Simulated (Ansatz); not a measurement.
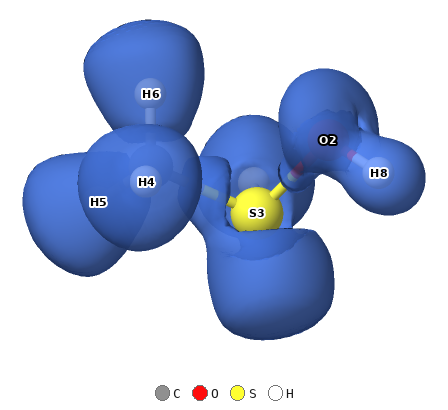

The picture shows: CH₅OS (SMILES C[SH+]O) (charge +1). Isosurface of the ELF at 0.75 (blue), seen from one side. Only the valence region is drawn (cores and ρ < 0.01 e/Å³ removed).

Geometry: BLYP-D3(BJ)/def2-SVP.

These are results of Ansatz, isolated molecule in a Gaussian basis; Kohn-Sham density functional theory, functional PBE0, not measurements.

```tsv
atom	x (Å)	y (Å)	z (Å)
C	-1.4514	0.4385	0.3114
O	0.8240	0.5998	-1.1078
S	0.2365	1.1269	0.3425
H	-2.0339	1.0699	-0.3847
H	-1.8436	0.5324	1.3451
H	-1.4065	-0.6160	-0.0178
H	0.8126	0.1752	1.1619
H	1.2940	1.3508	-1.5479
```

Q: What do the ELF domains correspond to?

A: The ELF exceeds this value in three regions around hydrogen nuclei, one joined region spread over several atoms (H, O), in which their bonds and any lone pairs are merged and one joined region spread over several atoms (H, S), in which their bonds and any lone pairs are merged. Along the contacts the grid gives the following. S–O (1.65 Å): the ELF peaks at about 0.85 between the atoms; a shared but strongly polarised pair. C–S (1.82 Å): the ELF peaks at about 0.95 between the atoms; a shared electron pair.
